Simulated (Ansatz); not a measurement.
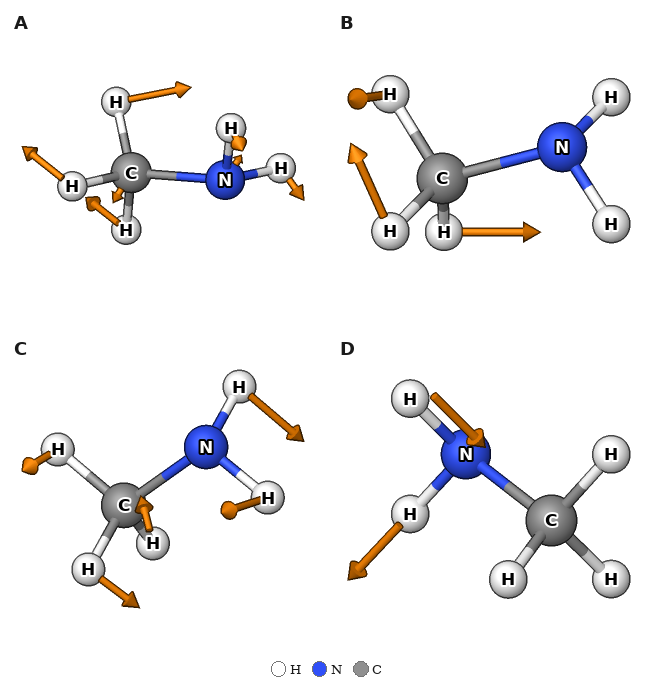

4 normal modes of one molecule or complex, as arrows. Harmonic vibrations computed with RKS PBE0-D4/def2-TZVP (Ansatz 0.2.0) at a stationary point of the same level.

> Match the panels to the wavenumbers 305 cm⁻¹, 1169 cm⁻¹, 1490 cm⁻¹, 3612 cm⁻¹.

A: 1169 cm⁻¹, H–C–N bending
B: 1490 cm⁻¹, H–C–H bending
C: 305 cm⁻¹, a torsion or out-of-plane motion in which bond lengths and bond angles hardly change
D: 3612 cm⁻¹, out-of-phase stretching of 2 N–H bonds
